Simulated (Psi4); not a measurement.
# SiF2 (SMILES F[Si]F): B3LYP/6-31G(d) (Cartesian functions)

What is the vertical singlet–triplet gap of SiF2 at B3LYP/6-31G* (Cartesian functions)? 

Program for the calculation: Psi4 1.11.

### Step 1. The structure to begin with

The species is SiF2 (3 atoms), meant as a singlet with charge 0. As SMILES, `F[Si]F`. The shape is that of a PBE0-D4/def2-TZVP optimisation.

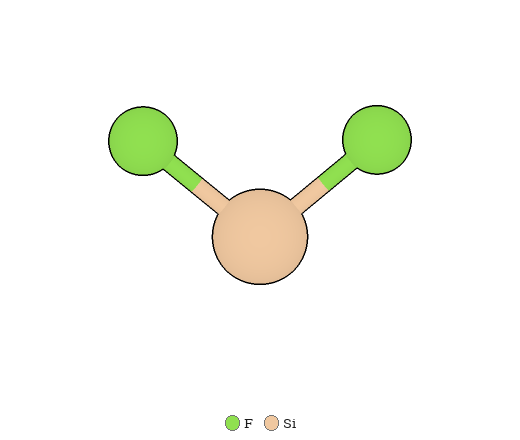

Viewed from a chosen angle; fluorine green, silicon light orange.

### Step 2. Energy and gradient at B3LYP/6-31G(d) (Cartesian functions)

Contents of calc.inp:

```
memory 1.6 GB

molecule {
  F
  Si 1 1.601509
  F 2 1.601517 1 100.60967
  symmetry c1
  no_reorient
  no_com
}

set {
  basis 6-31G*
  puream false
  e_convergence 1e-09
  d_convergence 1e-08
  scf_type pk
  dft_radial_points 99
  dft_spherical_points 590
}

result, w = gradient('b3lyp', return_wfn=True)
oeprop(w, 'WIBERG_LOWDIN_INDICES', 'MAYER_INDICES', 'LOWDIN_CHARGES', title='B3LYP')
```

Launch:

```
$ psi4 -n 1 calc.inp calc.out
```

calc.out:

```text
[...]
  Running in c1 symmetry.
[...]
  Nuclear repulsion =  100.658423604419227
[...]
  Multiplicity = 1
[...]
  Nalpha       = 16
  Nbeta        = 16
[...]
    Number of basis functions: 49
[...]
   @RKS iter   1:  -489.17426370466296   -4.55083e-01   1.04974e-02 DIIS/ADIIS
[...]
   @RKS iter  10:  -489.25826381760743   -1.02318e-12   8.73045e-10 DIIS
[...]
    Orbital Energies [Eh]
    ---------------------
    Doubly Occupied:
       1A    -66.207594     2A    -24.701857     3A    -24.701855
       4A     -5.348486     5A     -3.709168     6A     -3.706966
       7A     -3.703150     8A     -1.202434     9A     -1.180497
      10A     -0.557569    11A     -0.489645    12A     -0.458840
      13A     -0.457966    14A     -0.426017    15A     -0.410901
      16A     -0.289216
[...]
  @RKS Final Energy:  -489.25826381760743
   => Energetics <=
    Nuclear Repulsion Energy =            100.6584236044192266
    One-Electron Energy =                -880.5566949543635928
    Two-Electron Energy =                 324.4595678311295046
    DFT Exchange-Correlation Energy =     -33.8195602987925739
    Empirical Dispersion Energy =           0.0000000000000000
    VV10 Nonlocal Energy =                  0.0000000000000000
    Total Energy =                       -489.2582638176074283
[...]
 Multipole Moments:
 ------------------------------------------------------------------------------------
     Multipole            Electronic (a.u.)      Nuclear  (a.u.)        Total (a.u.)
 ------------------------------------------------------------------------------------
 L = 1.  Multiply by 2.5417464519 to convert [e a0] to [Debye]
 Dipole X            :          0.3653151           -0.6396012           -0.2742861
 Dipole Y            :          0.3032511           -0.5309127           -0.2276617
 Dipole Z            :          0.0000000            0.0000000            0.0000000
 Magnitude           :                                                    0.3564586
[...]
  -Total Gradient:
     Atom            X                  Y                   Z
    ------   -----------------  -----------------  -----------------
       1        0.000896908558    -0.009948244446     0.000000000000
       2        0.008805842447     0.007314776677     0.000000000000
       3       -0.009607834204     0.002712235876    -0.000000000000
[...]
```

It took 6.3 s on 1 thread of Intel Xeon 6975P-C (Granite Rapids), shared host; peak memory 0.43 GiB.

### Step 3. The triplet at the same level

Contents of job.dat:

```
memory 1.6 GB

molecule {
  0 3
  F      0.166300     1.246800     0.229400
  Si    -0.594900    -0.046400    -0.330100
  F      0.428600    -1.200400     0.100700
  symmetry c1
  no_reorient
  no_com
}

set basis 6-31G*
set reference uks
set puream false
set e_convergence 1e-09
set d_convergence 1e-08
set scf_type pk
set dft_radial_points 99
set dft_spherical_points 590
set maxiter 100

result = gradient('b3lyp')
```

Launch:

```
$ psi4 -n 1 job.dat job.out
```

job.out:

```text
[...]
  Running in c1 symmetry.
[...]
  Nuclear repulsion =  100.658413605206448
[...]
  Multiplicity = 3
[...]
  Nalpha       = 17
  Nbeta        = 15
[...]
    Number of basis functions: 49
[...]
   @UKS iter   1:  -489.04937714698326   -3.30197e-01   1.01920e-02 DIIS/ADIIS
[...]
   @UKS iter  11:  -489.13149019320377   -9.09495e-13   9.37933e-09 DIIS
[...]
   @S^2 Observed:                2.001429213E+00
[...]
    Orbital Energies [Eh]
    ---------------------
    Alpha Occupied:
       1A    -66.222625     2A    -24.707217     3A    -24.707215
       4A     -5.366437     5A     -3.726568     6A     -3.725366
       7A     -3.724984     8A     -1.208379     9A     -1.187115
      10A     -0.569916    11A     -0.498929    12A     -0.466745
      13A     -0.464459    14A     -0.432594    15A     -0.414191
      16A     -0.349673    17A     -0.165959
    Alpha Virtual:
      18A     -0.005489    19A      0.043370    20A      0.161233
      21A      0.211696    22A      0.288260    23A      0.309364
      24A      0.542436    25A      0.555794    26A      0.576219
[...]
  @UKS Final Energy:  -489.13149019320377
   => Energetics <=
    Nuclear Repulsion Energy =            100.6584136052064480
    One-Electron Energy =                -880.2431441250541866
    Two-Electron Energy =                 324.2765689492953811
    DFT Exchange-Correlation Energy =     -33.8233286226513883
    Empirical Dispersion Energy =           0.0000000000000000
    VV10 Nonlocal Energy =                  0.0000000000000000
    Total Energy =                       -489.1314901932037742
[...]
 Multipole Moments:
 ------------------------------------------------------------------------------------
     Multipole            Electronic (a.u.)      Nuclear  (a.u.)        Total (a.u.)
 ------------------------------------------------------------------------------------
 L = 1.  Multiply by 2.5417464519 to convert [e a0] to [Debye]
 Dipole X            :          4.8971019           -5.6209904           -0.7238885
 Dipole Y            :          0.3819631           -0.4384165           -0.0564533
 Dipole Z            :          2.7173202           -3.1189930           -0.4016727
 Magnitude           :                                                    0.8297846
[...]
  -Total Gradient:
     Atom            X                  Y                   Z
    ------   -----------------  -----------------  -----------------
       1        0.004486834938    -0.022213147138    -0.000017905427
       2       -0.004076502685    -0.000313848166    -0.002261526649
       3       -0.000306447284     0.022535083886     0.002337074534
[...]
```

Run time: 9.3 s. Hardware: 1 thread of Intel Xeon 6975P-C (Granite Rapids), shared host; peak memory 0.43 GiB.

### Step 4. Outcome

At B3LYP/6-31G* (Cartesian functions):

| quantity | value |
| --- | --- |
| singlet: total energy | -489.25826 Eh |
| singlet: dipole moment | 0.91 D |
| singlet: HOMO energy | -7.87 eV |
| singlet: LUMO energy | -2.05 eV |
| singlet: HOMO–LUMO gap | 5.82 eV |
| singlet: largest force on an atom | 0.589 eV/Å |
| triplet: total energy | -489.13149 Eh |
| triplet: dipole moment | 2.11 D |
| triplet: HOMO energy (highest over α and β) | -4.52 eV |
| triplet: ⟨S²⟩ | 2.001 |
| triplet: largest force on an atom | 1.165 eV/Å |
| vertical energy of the triplet above the singlet | 3.450 eV |

**Reading.** At this shape the triplet lies 3.45 eV (333 kJ/mol) above the singlet. The largest force (singlet) is 0.59 eV/Å: the shape isn't a stationary point for this species at this level.
